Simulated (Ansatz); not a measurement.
BH5O4Si (SMILES BO[Si](O)(O)O)

The calculation's input:

```
crystal:
  periodic: [false, false, false]
  atoms:
    - {symbol: B, position_ang: [-3.285176, 0.813889, 0.322404]}
    - {symbol: O, position_ang: [-2.234445, 1.382638, 0.954014]}
    - {symbol: O, position_ang: [0.067517, 2.519496, 1.607494]}
    - {symbol: O, position_ang: [0.184703, 0.080793, 0.595937]}
    - {symbol: O, position_ang: [-0.632748, 2.024637, -1.035175]}
    - {symbol: Si, position_ang: [-0.629753, 1.503091, 0.518969]}
    - {symbol: H, position_ang: [-4.365978, 0.872855, 0.867488]}
    - {symbol: H, position_ang: [-3.139288, 0.260425, -0.747621]}
    - {symbol: H, position_ang: [-0.478924, 3.240275, 1.933829]}
    - {symbol: H, position_ang: [0.574480, -0.135218, 1.448077]}
    - {symbol: H, position_ang: [0.174389, 1.881522, -1.537224]}
basis:
  gaussian:
    orbitals: def2-SVPD
magnetization:
  spin_polarized: false
hamiltonian:
  xc: pbe0
output:
  forces: true
  orbitals: {seedname: orbitals}
```

Command:

```sh
ansatz run input.yaml --threads 2 --pin off --max-ram 5220MiB --events-out events.jsonl --progress --plain --runs-dir runs
```

Geometry: PBE0-D4/def2-SVP.

Level of theory: isolated molecule in a Gaussian basis; Kohn-Sham density functional theory, functional PBE0 in Ansatz 0.2.0.

What can the converged electron density and electron localisation function tell about the bonding?

B–O (1.35 Å): the density is about 2.1 e/Å³ at the midpoint; the ELF peaks at about 0.90 between the atoms; a polar covalent bond.
Si–O (1.67 Å): ρ is about 1.1 e/Å³ halfway; the ELF peaks at about 0.90 between the atoms: a polar covalent bond.
B–H (1.21 Å): ρ at the midpoint is about 1.2 e/Å³; the ELF climbs to about 1 towards the hydrogen, as it does in any bond to H; an ordinary covalent bond to hydrogen.

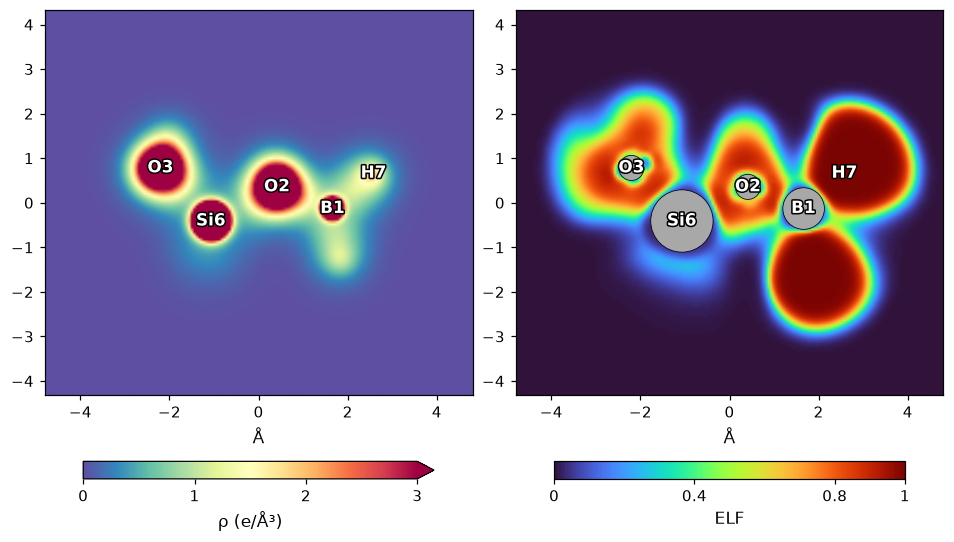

Computed electron density and electron localisation function on the plane of atoms O2, Si6 and O3, in this order. Grey discs cover the atomic cores in the ELF map. 
